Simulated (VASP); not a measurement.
Band structure of TiS2 (1T layered). These are rev-vdW-DF2, VASP's PBE PAW potentials (set 64) (plane waves; VASP) values and carry that method's errors.

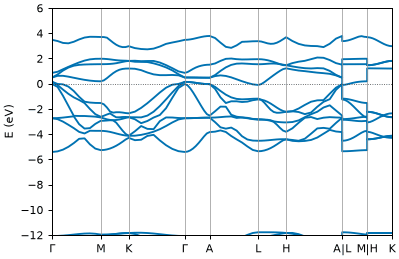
*Bands along high-symmetry lines, zero at the valence-band maximum or, without a gap, the Fermi level*

Question: Read the plot: is there a gap, and where are the band edges?

Answer: It has no gap at this level: it comes out as a metal or semimetal. (Edges off the drawn lines would not show.)

The compound is TiS2 in the 1T layered structure. It was relaxed first.
